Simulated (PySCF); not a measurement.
# As4 (Arsenic tetramer): levels of theory compared

Aim: a comparison of 6 runs (HF/STO-3G, HF/3-21G, HF/cc-pVTZ, CAM-B3LYP/6-31G, B3LYP/6-31G*) of As4 (Arsenic tetramer). 

Program for the calculation: PySCF 2.14.0.

## Step 1: The structure to begin with

As4: 4 atoms, total charge 0, spin state singlet. SMILES: `[As]12[As]3[As]1[As]23`. The shape comes from GFN2-xTB, which is rough for such elements, and wasn't checked as a minimum.

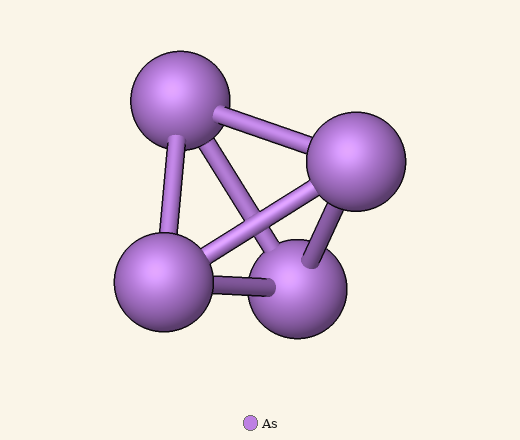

Viewed from a chosen angle; arsenic purple.

## Step 2: Energy and gradient at HF/STO-3G (run 1)

Input file run.py:

```python
import pyscf.grad
from pyscf import gto, scf

mol = gto.M(
    atom='As 0.401040 -1.020970 0.966290; As -0.240200 1.260480 0.698420; As -1.222890 -0.424300 -0.677840; As 1.062050 0.184790 -0.986870',
    charge=0,
    verbose=4,
    basis='sto-3g',
    max_memory=1860,
)

calc0 = scf.RHF(mol)
calc0.conv_tol = 1e-10
calc0.kernel()
if not calc0.converged:
    calc0 = calc0.newton().run(calc0.mo_coeff, calc0.mo_occ)

e_final = calc0.e_tot
print('E = %.10f Eh' % e_final)
grad = calc0.Gradients().kernel()
calc0.analyze()
```

Run with:

```sh
$ OMP_NUM_THREADS=1 python run.py
```

What it wrote:

```text
PySCF version 2.14.0

[... 76 lines left out ...]
MO #2   energy= -427.555603903199  occ= 2
[... 13 lines left out ...]
MO #16  energy= -49.3301275424636  occ= 2
[... 13 lines left out ...]
MO #30  energy= -5.24305201813839  occ= 2
[... 13 lines left out ...]
MO #44  energy= -1.1179746344871   occ= 2
[... 13 lines left out ...]
MO #58  energy= -0.599097416960891 occ= 2
[... 13 lines left out ...]
MO #72  energy= 0.328973492792276  occ= 0
[... 79 lines left out ...]
Dipole moment(X, Y, Z, Debye):  0.00018, -0.00023,  0.00004
```

Run time: 7.8 s. Hardware: 1 thread of Arm Neoverse V2, shared host; peak memory 0.14 GiB.

## Step 3: Energy and gradient at HF/3-21G (run 2)

Input file run.py:

```python
from pyscf import gto

mol = gto.Mole()
mol.atom = '''
As   0.401040  -1.020970   0.966290
As  -0.240200   1.260480   0.698420
As  -1.222890  -0.424300  -0.677840
As   1.062050   0.184790  -0.986870
'''
mol.verbose = 3
mol.max_memory = 1860
mol.basis = '3-21g'
mol.build()

mf = mol.RHF()
mf.conv_tol = 1e-10
mf.kernel()
if not mf.converged:
    mf = mf.newton().run(mf.mo_coeff, mf.mo_occ)

e_final = mf.e_tot
print('Final energy', e_final)
grad = mf.nuc_grad_method().kernel()
dip = mf.dip_moment()
pop, q = mf.mulliken_pop()
```

Run with:

```sh
$ OMP_NUM_THREADS=1 python run.py
```

What it wrote:

```text
converged SCF energy = -8893.69909739534
Final energy -8893.699097395343
[... 7 lines left out ...]
Dipole moment(X, Y, Z, Debye): -0.00021,  0.00027, -0.00004
[... 93 lines left out ...]
charge of    3As =      0.00004
```

It took 8.1 s on 1 thread of Arm Neoverse V2, shared host; peak memory 0.17 GiB.

Run 3 isn't shown in full; the table further down has it.

## Step 4: Energy and forces at CAM-B3LYP/6-31G (run 4)

Input file run.py:

```python
# Arsenic tetramer
import pyscf.grad
from pyscf import gto, dft

mol = gto.M(
    atom='''
As     0.757856    -1.929354     1.826023
As    -0.453912     2.381962     1.319823
As    -2.310927    -0.801811    -1.280932
As     2.006984     0.349202    -1.864914
''',
    basis='6-31g',
    unit='bohr',
    max_memory=1860,
    verbose=4,
)

ks = dft.RKS(mol, xc='cam-b3lyp')
ks.conv_tol = 1e-10
ks.grids.level = 5
ks.kernel()
if not ks.converged:
    ks = ks.newton().run(ks.mo_coeff, ks.mo_occ)

energy = ks.e_tot
print('E(%s) = %.9f' % ('CAM-B3LYP', energy))
grad = ks.Gradients().kernel()
ks.analyze()
```

Run with:

```sh
$ OMP_NUM_THREADS=1 python run.py
```

What it wrote:

```text
PySCF version 2.14.0

[... 99 lines left out ...]
MO #8   energy= -53.8708283593941  occ= 2
[... 19 lines left out ...]
MO #28  energy= -5.11380117560106  occ= 2
[... 19 lines left out ...]
MO #48  energy= -1.67835917343669  occ= 2
[... 19 lines left out ...]
MO #68  energy= -0.00458527712149885 occ= 0
[... 19 lines left out ...]
MO #88  energy= 0.428608461662656  occ= 0
[... 19 lines left out ...]
MO #108 energy= 3.26703578473644   occ= 0
[... 115 lines left out ...]
Dipole moment(X, Y, Z, Debye): -0.00056,  0.00072, -0.00011
```

It took 2.7 min on 1 thread of Arm Neoverse V2, shared host; peak memory 1.1 GiB.

Run 5 isn't shown in full; the table further down has it.

## Step 5: Energy and forces at B3LYP/6-31G(d) (Cartesian functions) (run 6)

Input file calc.py:

```python
# Arsenic tetramer
from pyscf import gto, dft

mol = gto.M(
    atom='''
As     0.757856    -1.929354     1.826023
As    -0.453912     2.381962     1.319823
As    -2.310927    -0.801811    -1.280932
As     2.006984     0.349202    -1.864914
''',
    basis='6-31g*',
    max_memory=1860,
    verbose=3,
    unit='bohr',
    spin=0,
    charge=0,
    cart=True,
)

myscf = dft.RKS(mol, xc='b3lyp')
myscf.conv_tol = 1e-10
myscf.grids.level = 5
myscf.kernel()
if not myscf.converged:
    myscf = myscf.newton().run(myscf.mo_coeff, myscf.mo_occ)

e_tot = myscf.e_tot
print(f'total energy: {e_tot:.8f} hartree')
grad = myscf.nuc_grad_method().kernel()
myscf.analyze()
```

Run with:

```sh
$ OMP_NUM_THREADS=1 python calc.py
```

What it wrote:

```text
converged SCF energy = -8942.63163614129
[... 28 lines left out ...]
MO #20  energy= -48.1638625177223  occ= 2
[... 23 lines left out ...]
MO #44  energy= -1.64199693396762  occ= 2
[... 23 lines left out ...]
MO #68  energy= -0.0371236450728553 occ= 0
[... 23 lines left out ...]
MO #92  energy= 0.474360400095034  occ= 0
[... 23 lines left out ...]
MO #116 energy= 3.79448448132536   occ= 0
[... 23 lines left out ...]
MO #140 energy= 89.2247168013454   occ= 0
[... 5 lines left out ...]
Dipole moment(X, Y, Z, Debye): -0.00042,  0.00063, -0.00016
```

Run time: 1.7 min. Hardware: 1 thread of Arm Neoverse V2, shared host; peak memory 1.6 GiB.

## Step 6: The series

```csv
run,level,integration grid,Cartesian functions,energy (Eh),dipole moment (D),HOMO energy (eV),LUMO energy (eV),wall time
1,HF/STO-3G,–,no,-8837.265293,0.00,-6.65,6.11,7.8 s
2,HF/3-21G,–,no,-8893.699097,0.00,-9.43,1.84,8.1 s
3,HF/cc-pVTZ,–,no,-8937.057923,0.00,-8.98,2.09,3.6 min
4,CAM-B3LYP/6-31G,5,no,-8942.545509,0.00,-8.50,-0.13,2.7 min
5,B3LYP/6-31G* (spherical functions),5,no,-8942.605893,0.00,-6.77,-1.01,97 s
6,B3LYP/6-31G* (Cartesian functions),5,yes,-8942.631636,0.00,-6.77,-1.01,1.7 min
```

## Step 7: What came out

```
                       quantity           value
            run 6: total energy  -8942.63164 Eh
           run 6: dipole moment          0.00 D
             run 6: HOMO energy        -6.77 eV
             run 6: LUMO energy        -1.01 eV
           run 6: HOMO–LUMO gap         5.76 eV
run 6: largest force on an atom      1.962 eV/Å
```

In words: The HOMO–LUMO gap runs from 5.76 eV (B3LYP/6-31G*) to 12.76 eV (HF/STO-3G). The two ends differ in method and basis. Totals of different functionals can't be ranked against each other. In run 1 the basis is minimal, so the values are rough. All runs together took 9.9 min, the longest 3.6 min.
